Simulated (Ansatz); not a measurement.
The starting structures come from a database of crystals and need not be the phases stable at ambient conditions.

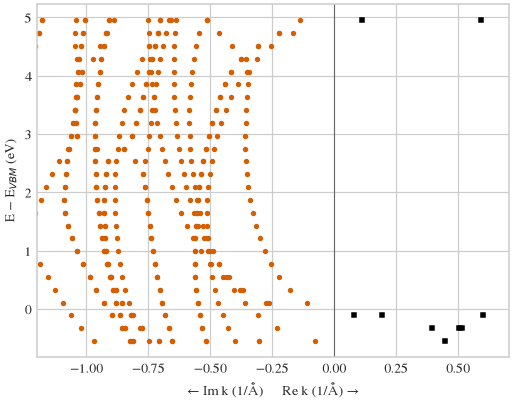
Complex bands at the centre of the two-dimensional zone; r2SCAN (Ansatz, an electronic-structure program)

The gap is the functional's own, uncorrected, and κ follows it; spin-orbit coupling is left out. Mid-gap values are interpolated between the computed energies.

### Question
This is BaPb$_{2}$C$_{2}$(O$_{3}$F)$_{2}$ (R-3m, not sure to be the ambient phase, 13 atoms a cell, 14.2 Å³ an atom, -2 GPa at this level) along the normal of (101). Read off the slowest decay at the centre of the two-dimensional zone at 2.31 eV, the computed energy nearest the middle of the gap.

### Answer
κ ≈ 0.35 1/Å, a decay length 1/(2κ) of the density of 1.4 Å.
